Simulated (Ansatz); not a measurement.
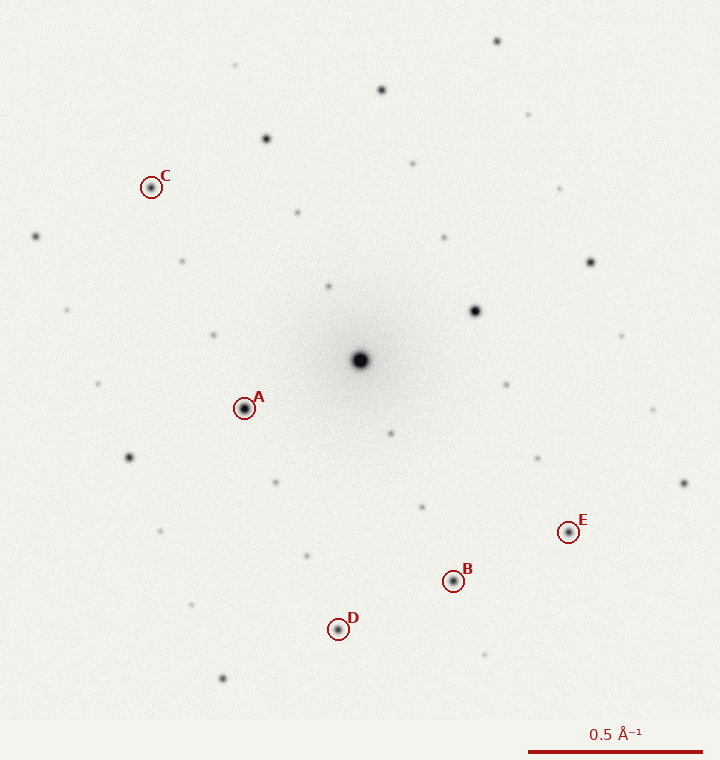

The pattern is a kinematic simulation for 200 kV electrons (no multiple scattering; isotropic B = 0.5 Å²). The zone axis points towards the electron source and the pattern is seen from the source side.

The sample is Cd2Ga, space group I4/mmm (No. 139), a = 3.926 Å, c = 8.691 Å. Structure: the geometry relaxed with DFT PBE, scalar-relativistic, plane waves, PAW in Ansatz 0.2.0; the starting structure was generated, so it need not be a known form of this composition.

Spot A is indexed -1 1 0 and spot B 0 0 6.

**Give hkl for C, D, E.**

C = A − B = -1 1 -6 (d = 1.284 Å). D = A + B = -1 1 6 (d = 1.284 Å). E = −A + B = 1 -1 6 (d = 1.284 Å).

**Give [uvw].**

The cross product of A and B is parallel to [110]; every spot obeys hu + kv + lw = 0.

**What are the spacings of A and B and the angle between them?**

d(A) = 2.776 Å, d(B) = 1.449 Å, and the angle is 90.0°.
